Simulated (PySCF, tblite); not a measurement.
# C8H4F6O4S2: electronic excitations, NMR shifts

Aim: compute the electronic excitations, NMR shifts of C8H4F6O4S2 (`O=S(=O)(c1ccccc1S(=O)(=O)C(F)(F)F)C(F)(F)F`).

Computed with tblite 0.8.0 and PySCF 2.14.0 and routines of our own; the level stands in each step. Atoms count from 0.

### 1 The system as given

24 atoms, charge 0, multiplicity 1; geometry from: force field, distance geometry or constructed start.

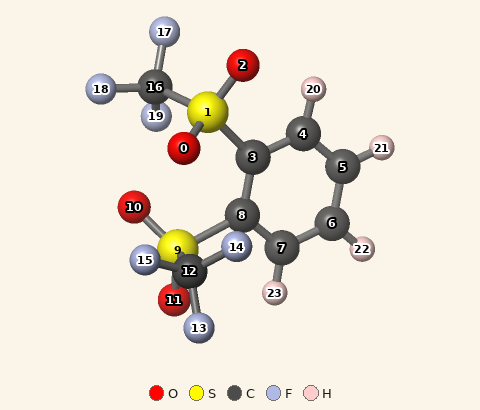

The starting geometry (oxygen red, sulfur yellow, carbon dark grey, fluorine light blue, hydrogen pink).

### 2 Geometry optimisation with GFN2-xTB

What the job is given:

```
{"job": {"kind": "relax", "xc": "GFN2-xTB", "basis": "xTB"}, "charge": 0, "multiplicity": 1}
O      1.363300    -1.858300    -0.545000
S      1.768600    -0.482200    -0.804000
O      2.274000    -0.171200    -2.129600
C      0.279200     0.500400    -0.606200
C      0.112800     1.576900    -1.479300
C     -1.055100     2.343200    -1.456200
C     -2.065500     2.036300    -0.556400
C     -1.915500     0.959900     0.322300
C     -0.751400     0.167800     0.294500
S     -0.629200    -1.124700     1.535900
O      0.774900    -1.143700     1.915700
O     -1.601200    -0.774100     2.561800
C     -1.176600    -2.639300     0.649600
F     -2.424900    -3.019400     1.034000
F     -1.257100    -2.455900    -0.704600
F     -0.369200    -3.712000     0.877500
C      2.915300     0.195800     0.477400
F      3.890300     0.958900    -0.094900
F      3.560100    -0.770600     1.186600
F      2.289600     1.012000     1.372000
H      0.878300     1.838800    -2.212100
H     -1.171500     3.181900    -2.139800
H     -2.968300     2.641700    -0.520200
H     -2.728100     0.749400     1.025600
```

Started as:

```
$ OMP_NUM_THREADS=1 python large_run.py task.json out
```

This one command runs all jobs of the session in turn.

The program printed:

```text
step      E/eV     max force
  0   -1910.90525    3.055
  1   -1911.35092    1.396
  2   -1911.41262    0.684
  3   -1911.43951    0.609
  4   -1911.45772    0.269
  5   -1911.46615    0.208
  6   -1911.47754    0.225
  7   -1911.48408    0.210
  8   -1911.48759    0.121
  9   -1911.48941    0.107
 10   -1911.49123    0.105
 11   -1911.49388    0.117
 12   -1911.49679    0.117
 13   -1911.49956    0.096
 14   -1911.50212    0.101
 15   -1911.50422    0.105
 16   -1911.50613    0.094
 17   -1911.50817    0.109
 18   -1911.51020    0.086
 19   -1911.51185    0.077
 20   -1911.51320    0.076
 21   -1911.51466    0.097
 22   -1911.51648    0.122
 23   -1911.51839    0.104
 24   -1911.51981    0.073
 25   -1911.52066    0.066
 26   -1911.52129    0.051
 27   -1911.52194    0.060
 28   -1911.52258    0.048
 29   -1911.52321    0.060
 30   -1911.52393    0.061
 31   -1911.52488    0.072
 32   -1911.52606    0.081
 33   -1911.52722    0.068
 34   -1911.52819    0.059
 35   -1911.52910    0.056
 36   -1911.53009    0.067
 37   -1911.53099    0.055
 38   -1911.53165    0.048
 39   -1911.53215    0.051
 40   -1911.53265    0.061
 41   -1911.53312    0.055
 42   -1911.53342    0.028
 43   -1911.53356    0.023
 44   -1911.53365    0.021
 45   -1911.53373    0.019
```

It took 2.6 s on 1 thread of Intel Xeon Platinum 8259CL at 2.50GHz, shared host; peak memory 0.18 GiB.

Along the way:

| step | energy from step 0 (eV) | largest force (eV/Å) |
| --- | --- | --- |
| 0 | 0.0000 | 3.0555 |
| 1 | -0.4457 | 1.3960 |
| 2 | -0.5074 | 0.6838 |
| 3 | -0.5343 | 0.6084 |
| 4 | -0.5525 | 0.2694 |
| 5 | -0.5609 | 0.2079 |
| 6 | -0.5723 | 0.2253 |
| 7 | -0.5788 | 0.2101 |
| 8 | -0.5823 | 0.1208 |
| 11 | -0.5886 | 0.1174 |
| 14 | -0.5969 | 0.1006 |
| 17 | -0.6029 | 0.1085 |
| 20 | -0.6080 | 0.0759 |
| 23 | -0.6131 | 0.1040 |
| 26 | -0.6160 | 0.0514 |
| 29 | -0.6180 | 0.0596 |
| 32 | -0.6208 | 0.0803 |
| 35 | -0.6238 | 0.0566 |
| 38 | -0.6264 | 0.0482 |
| 41 | -0.6279 | 0.0547 |
| 42 | -0.6282 | 0.0280 |
| 43 | -0.6283 | 0.0227 |
| 44 | -0.6284 | 0.0207 |
| 45 | -0.6285 | 0.0185 |

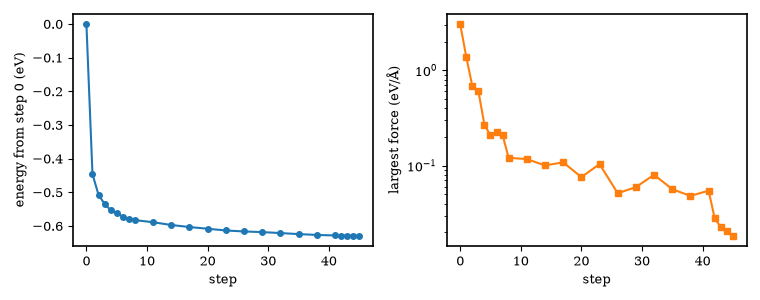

Energy and largest force along the relaxation.

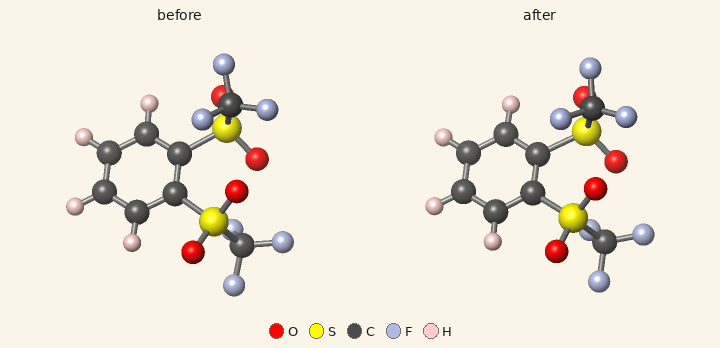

The geometry before (left) and after (right).

Close pairs (by a distance rule), those that changed most:

| bond | before (Å) | after (Å) | change (Å) |
| --- | --- | --- | --- |
| S9–C12 | 1.838 | 1.916 | +0.078 |
| S1–C16 | 1.848 | 1.916 | +0.068 |
| C12–F15 | 1.362 | 1.312 | -0.050 |
| C16–F18 | 1.361 | 1.312 | -0.049 |
| C12–F14 | 1.369 | 1.334 | -0.035 |
| C16–F17 | 1.364 | 1.331 | -0.033 |
| O0–S1 | 1.458 | 1.425 | -0.032 |
| S9–O10 | 1.455 | 1.425 | -0.029 |

The end geometry stands in the next job.

### 3 Electronic excitations: TDA PBE0/6-31G*

What the job is given:

```
{"job": {"kind": "uv", "basis": "6-31G*", "grid": 1, "kgrid": 0, "vcut": 1.5, "nstates": 6, "ntriplets": 2, "tda": true, "delta": [], "pop": true, "xc": "PBE0"}, "charge": 0, "multiplicity": 1}
O      1.260890    -1.867496    -0.550129
S      1.659180    -0.518878    -0.782633
O      2.309125    -0.204314    -2.014255
C      0.215453     0.538852    -0.637146
C      0.072659     1.592625    -1.520931
C     -1.080807     2.363478    -1.475936
C     -2.078650     2.074534    -0.556530
C     -1.928580     1.014760     0.327044
C     -0.777648     0.250345     0.275695
S     -0.547231    -1.043211     1.499051
O      0.822880    -1.059869     1.891544
O     -1.541933    -0.872985     2.508841
C     -1.053091    -2.658783     0.601317
F     -2.203218    -3.061635     1.137003
F     -1.303103    -2.371402    -0.677318
F     -0.186983    -3.639359     0.695647
C      2.865038     0.113432     0.565914
F      3.873545     0.714569    -0.061371
F      3.359749    -0.816443     1.347641
F      2.243584     1.050953     1.283379
H      0.860448     1.778271    -2.234358
H     -1.197182     3.187762    -2.162766
H     -2.975259     2.674143    -0.521370
H     -2.675910     0.772509     1.066203
```

Method: TDA PBE0/6-31G*, vertical, gas phase, core orbitals frozen in the response, virtual orbitals cut by energy.

The program printed:

```text
start: PBE on a coarse grid of 24080 points
cycle   1  E = -2001.0450043904  dE =  5.205e+00  |g| = 2.189e+00  |ddm| = 6.056e+00
cycle   2  E = -1992.9531777456  dE =  8.092e+00  |g| = 6.525e+00  |ddm| = 9.532e+00
cycle   3  E = -2001.7102808850  dE = -8.757e+00  |g| = 9.817e-01  |ddm| = 8.665e+00
cycle   4  E = -2001.8741672877  dE = -1.639e-01  |g| = 5.556e-01  |ddm| = 1.822e+00
cycle   5  E = -2001.9296845680  dE = -5.552e-02  |g| = 2.339e-01  |ddm| = 7.644e-01
cycle   6  E = -2001.9431775255  dE = -1.349e-02  |g| = 8.090e-02  |ddm| = 3.291e-01
cycle   7  E = -2001.9446938119  dE = -1.516e-03  |g| = 2.857e-02  |ddm| = 1.084e-01
cycle   8  E = -2001.9448110272  dE = -1.172e-04  |g| = 1.442e-02  |ddm| = 3.737e-02
cycle   9  E = -2001.9448507943  dE = -3.977e-05  |g| = 4.242e-03  |ddm| = 1.843e-02
final grid: 107912 points
cycle  10  E = -2001.8598847148  dE = -1.053e-02  |g| = 1.485e-01  |ddm| = 6.533e-01
cycle  11  E = -2001.8513029396  dE =  8.582e-03  |g| = 2.593e-01  |ddm| = 3.633e-01
cycle  12  E = -2001.8639895619  dE = -1.269e-02  |g| = 3.035e-02  |ddm| = 2.558e-01
cycle  13  E = -2001.8641767577  dE = -1.872e-04  |g| = 7.758e-03  |ddm| = 3.577e-02
cycle  14  E = -2001.8641912199  dE = -1.446e-05  |g| = 2.678e-03  |ddm| = 1.001e-02
cycle  15  E = -2001.8641903278  dE =  8.921e-07  |g| = 1.336e-03  |ddm| = 3.832e-03
cycle  16  E = -2001.8641908717  dE = -5.439e-07  |g| = 3.002e-04  |ddm| = 1.375e-03
cycle  17  E = -2001.8641946128  dE = -3.741e-06  |g| = 9.742e-05  |ddm| = 3.925e-04
converged SCF energy = -2001.8641946128

Static polarisability (au): isotropic 120.914, principal 80.778 134.779 147.184

Singlet excitations
state   eV       nm        f      main configurations
  1   5.3867    230.2   0.03055   H-1->L 0.66, H->L+1 0.22, H-3->L+1 0.11
  2   5.4213    228.7   0.01195   H->L 0.61, H-3->L 0.27, H-2->L 0.08
  3   5.5401    223.8   0.01219   H-2->L 0.90
  4   5.8000    213.8   0.00205   H-4->L 0.93
  5   6.1185    202.6   0.07634   H-3->L 0.56, H->L 0.20, H-1->L+1 0.17
  6   6.2259    199.1   0.00852   H->L+1 0.46, H-3->L+1 0.39

Triplet excitations (Tamm-Dancoff, eV): 4.0044 4.4276
```

Run time: 72 s. Hardware: 1 thread of Intel Xeon Platinum 8259CL at 2.50GHz, shared host; peak memory 0.62 GiB.

The orbitals next to the gap, with their largest atomic shares:

| orbital | eV | atoms |
| --- | --- | --- |
| HOMO−4 | -9.27 | O2 13 %, O11 13 %, O10 8 % |
| HOMO−3 | -9.05 | C6 14 %, C5 14 %, C3 11 % |
| HOMO−2 | -8.94 | O0 26 %, O10 26 %, O2 11 % |
| HOMO−1 | -8.77 | C4 29 %, C7 29 %, C8 10 % |
| HOMO | -8.74 | O0 12 %, O10 12 %, C3 12 % |
| LUMO | -2.32 | C3 20 %, C8 20 %, C5 16 % |
| LUMO+1 | -1.59 | C4 31 %, C7 31 %, C5 10 % |
| LUMO+2 | 0.34 | S1 13 %, S9 13 %, C3 11 % |
| LUMO+3 | 1.05 | S9 17 %, S1 17 %, C12 13 % |

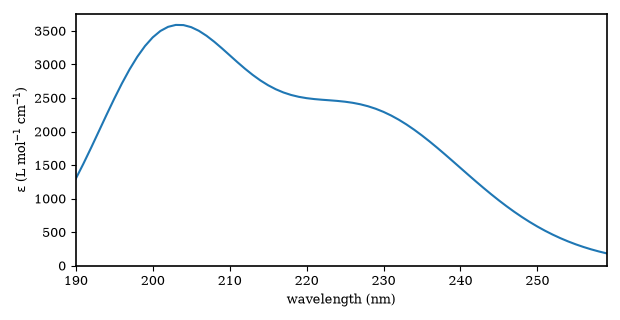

Absorption spectrum: each of the 6 states is a Gaussian band of 0.4 eV half-width at 1/e. Beyond the last state computed it falls off for lack of states.

Further results of this job:

| property | computed |
| --- | --- |
| dipole moment (D) | 5.95 |
| polarisability (Å³) | 17.92 |
| HOMO–LUMO gap (eV) | 6.43 |
| −ε(HOMO) (eV) | 8.74 |

### 4 NMR shifts: GIAO KT3/pcSseg-1

Settings changed since step 3:

```diff
@@ -1,2 +1,2 @@
-{"job": {"kind": "uv", "basis": "6-31G*", "grid": 1, "kgrid": 0, "vcut": 1.5, "nstates": 6, "ntriplets": 2, "tda": true, "delta": [], "pop": true, "xc": "PBE0"}, "charge": 0, "multiplicity": 1}
+{"job": {"kind": "nmr", "xc": "KT3", "basis": "pcSseg-1", "pop": false}, "charge": 0, "multiplicity": 1}
 O      1.260890    -1.867496    -0.550129
```

Method: GIAO KT3/pcSseg-1 NMR shielding, non-relativistic, gas phase.

The program printed:

```text
start: PBE on a coarse grid of 24080 points
cycle   1  E = -2000.6052136996  dE =  5.191e+00  |g| = 2.234e+00  |ddm| = 5.676e+00
cycle   2  E = -1992.2983377945  dE =  8.307e+00  |g| = 6.673e+00  |ddm| = 1.107e+01
cycle   3  E = -2001.2490572971  dE = -8.951e+00  |g| = 9.940e-01  |ddm| = 1.039e+01
cycle   4  E = -2001.4047953604  dE = -1.557e-01  |g| = 6.050e-01  |ddm| = 1.968e+00
cycle   5  E = -2001.4697244017  dE = -6.493e-02  |g| = 2.399e-01  |ddm| = 8.260e-01
cycle   6  E = -2001.4833183745  dE = -1.359e-02  |g| = 8.838e-02  |ddm| = 3.275e-01
cycle   7  E = -2001.4850593001  dE = -1.741e-03  |g| = 3.237e-02  |ddm| = 1.251e-01
cycle   8  E = -2001.4852133601  dE = -1.541e-04  |g| = 1.570e-02  |ddm| = 4.053e-02
cycle   9  E = -2001.4852564404  dE = -4.308e-05  |g| = 4.604e-03  |ddm| = 1.978e-02
final grid: 227018 points
cycle  10  E = -2024.8502001764  dE = -3.761e-02  |g| = 4.463e-01  |ddm| = 9.577e-01
cycle  11  E = -2024.7846885064  dE =  6.551e-02  |g| = 7.580e-01  |ddm| = 9.677e-01
cycle  12  E = -2024.8698249728  dE = -8.514e-02  |g| = 1.769e-01  |ddm| = 8.124e-01
cycle  13  E = -2024.8752482246  dE = -5.423e-03  |g| = 6.796e-02  |ddm| = 2.739e-01
cycle  14  E = -2024.8762228395  dE = -9.746e-04  |g| = 1.781e-02  |ddm| = 8.776e-02
cycle  15  E = -2024.8762918520  dE = -6.901e-05  |g| = 5.629e-03  |ddm| = 2.284e-02
cycle  16  E = -2024.8762967138  dE = -4.862e-06  |g| = 1.580e-03  |ddm| = 7.243e-03
cycle  17  E = -2024.8762975972  dE = -8.834e-07  |g| = 8.420e-04  |ddm| = 2.629e-03
cycle  18  E = -2024.8762987025  dE = -1.105e-06  |g| = 1.819e-04  |ddm| = 1.025e-03
cycle  19  E = -2024.8762971017  dE =  1.601e-06  |g| = 3.796e-05  |ddm| = 2.891e-04
converged SCF energy = -2024.8762971017

GIAO shielding tensors (ppm)
atom      isotropic    diamagn.    paramagn.     s11        s22        s33       span
  0 O      100.962     406.154    -305.193     62.181     85.579    155.125     92.943
  1 S      233.052    1055.391    -822.339     75.401    219.666    404.091    328.690
  2 O      133.695     397.353    -263.659     85.179    135.136    180.770     95.591
  3 C       50.179     271.966    -221.787    -11.139     34.508    127.168    138.308
  4 C       61.090     247.992    -186.903    -28.325     37.284    174.311    202.636
  5 C       56.847     254.090    -197.242    -41.041     38.170    173.414    214.455
  6 C       56.877     254.089    -197.211    -41.018     38.210    173.441    214.459
  7 C       61.119     247.987    -186.867    -28.305     37.307    174.356    202.661
  8 C       50.240     272.002    -221.761    -11.095     34.583    127.234    138.329
  9 S      233.125    1055.396    -822.271     75.531    219.779    404.064    328.533
 10 O      100.989     406.162    -305.173     62.100     85.592    155.273     93.173
 11 O      133.834     397.355    -263.521     85.294    135.262    180.946     95.652
 12 C       54.654     251.511    -196.857     45.598     52.039     66.325     20.727
 13 F      235.125     468.014    -232.889    173.402    214.432    317.542    144.140
 14 F      227.883     479.484    -251.602    171.608    206.366    305.675    134.067
 15 F      238.953     470.093    -231.140    184.339    222.755    309.764    125.425
 16 C       54.654     251.502    -196.847     45.610     52.045     66.307     20.697
 17 F      235.107     468.018    -232.911    173.398    214.429    317.493    144.096
 18 F      238.935     470.089    -231.153    184.381    222.632    309.793    125.412
 19 F      227.919     479.478    -251.559    171.626    206.353    305.777    134.150
 20 H       23.729      34.295     -10.565     19.094     22.953     29.141     10.046
 21 H       23.914      30.174      -6.260     20.229     24.888     26.624      6.395
 22 H       23.914      30.178      -6.264     20.230     24.887     26.623      6.393
 23 H       23.735      34.306     -10.571     19.100     22.955     29.150     10.050
```

Wall time 77 s (1 thread of Intel Xeon Platinum 8259CL at 2.50GHz, shared host); peak memory 0.59 GiB.

The references, computed at this level on geometries of the same kind, shield at (ppm): ¹H TMS 31.76, ¹³C TMS 184.7, ¹⁹F CFCl3 142.4, ¹⁷O H2O 330.8. Their shielding less the atom's gives the shift. The references are single molecules in the gas phase, so shifts against H2O, NH3, PH3, H3PO4 or CFCl3 are not on the usual liquid scales and can be off by tens of ppm. Atoms listed in one row are averaged.

| atoms | environment | σ (ppm) | δ (ppm) |
| --- | --- | --- | --- |
| C3, C8 | aromatic carbon bearing sulfur | 50.2 | 134.5 |
| C12, C16 | CF3 carbon | 54.7 | 130.1 |
| C5, C6 | aromatic CH | 56.9 | 127.9 |
| C4, C7 | aromatic CH | 61.1 | 123.6 |
| H20, H23 | hydrogen on an aromatic CH | 23.73 | 8.03 |
| H21, H22 | hydrogen on an aromatic CH | 23.91 | 7.85 |
| O0, O2, O10, O11 | S=O oxygen | 117.4 | 213.4 |
| S1, S9 | sulfone sulfur | 233 | – |
| F13, F14, F15, F17, F18, F19 | fluorine of an SCF3 group | 234.0 | -91.6 |

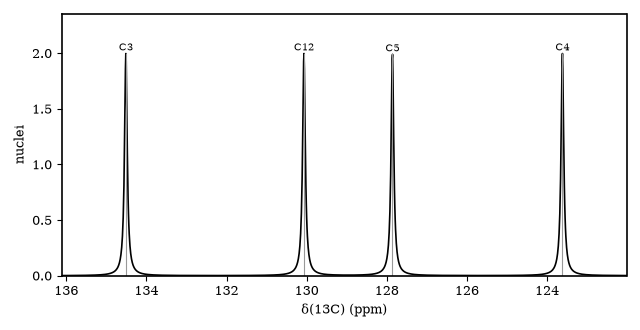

¹³C lines at the computed shifts, without couplings. Lines are broadened to a width of 0.08 ppm (Lorentzian).

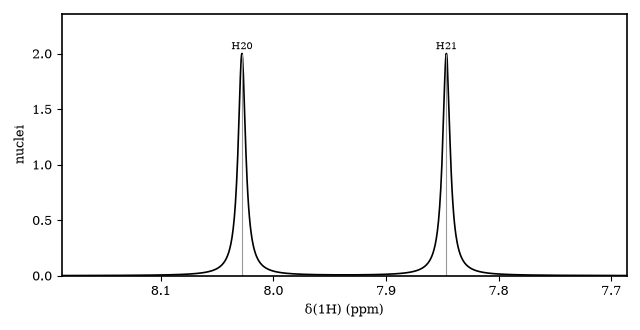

¹H lines at the computed shifts, without couplings. Lines are broadened to a width of 0.01 ppm (Lorentzian).

Ring of atoms C3, C4, C5, C6, C7, C8: NICS(0) -10.1, NICS(1) -11.4, NICS(1)zz -27.1 ppm (means of both faces).

### 5 Outcome

| quantity | value |
| --- | --- |
| lowest singlet (PBE0/6-31G*) | 5.39 eV (230 nm), f = 0.031 |
| brightest single state of those computed | state 5, 6.12 eV, f = 0.076 |
| lowest triplet | 4.00 eV |
| ¹³C shifts against TMS (KT3/pcSseg-1, means over atoms taken as alike) | 134.5, 130.1, 127.9, 123.6 ppm |
| ¹H shifts against TMS (KT3/pcSseg-1, means over atoms taken as alike) | 8.03, 7.85 ppm |
| ¹⁷O shifts against H2O (KT3/pcSseg-1, means over atoms taken as alike) | 213.4 ppm |
| ¹⁹F shifts against CFCl3 (KT3/pcSseg-1, means over atoms taken as alike) | -91.6 ppm |
| shieldings of S (KT3/pcSseg-1, a mean where the table joins atoms) | S1 233.1 ppm |

The lowest singlet, at 5.39 eV, is HOMO−1→LUMO 0.66, HOMO→LUMO+1 0.22 and is weak; of the 6 states computed, the strongest absorption comes from state 5 at 6.12 eV. The lowest triplet lies 1.38 eV below the lowest singlet. At KT3/pcSseg-1: The largest span, 329 ppm, is at S1, S9, where the paramagnetic term is -822 ppm. NICS(1)zz of -27 ppm above the planar ring from C3 marks a diatropic (aromatic) ring current.
